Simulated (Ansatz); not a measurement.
```yaml
atoms:
  - { symbol: O, position_ang: [-0.0467, 0.9814, -1.4237] }
  - { symbol: B, position_ang: [0.3242, 0.4342, -0.2303] }
  - { symbol: O, position_ang: [1.3980, 0.8551, 0.4999] }
  - { symbol: Si, position_ang: [-0.7848, -1.0997, 0.5303] }
  - { symbol: H, position_ang: [0.5086, 1.7096, -1.7394] }
  - { symbol: H, position_ang: [1.9053, 1.5867, 0.1185] }
  - { symbol: H, position_ang: [-1.9073, -1.4801, -0.3793] }
  - { symbol: H, position_ang: [0.0630, -2.3125, 0.7529] }
  - { symbol: H, position_ang: [-1.3718, -0.7212, 1.8540] }
```

These are results of RKS B3LYP/def2-SVP (Ansatz), not measurements.

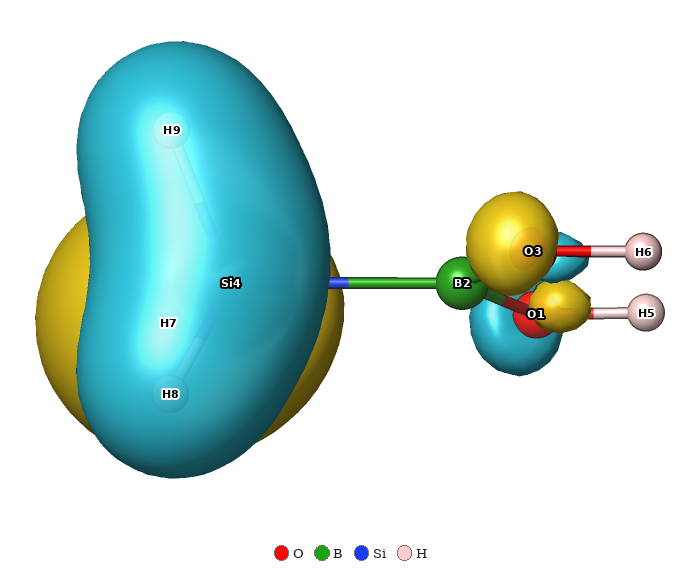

BH5O2Si. The HOMO−1 at ±0.1 Å⁻³ᐟ² (yellow and cyan are the two phases), seen from one side.

**Describe this orbital and give its energy.**

By Hirshfeld shares it lies mainly on Si4 (about 40 %), H7 (about 35 %), H8 (about 10 %) and H9 (about 10 %). Its energy is −8.96 eV.
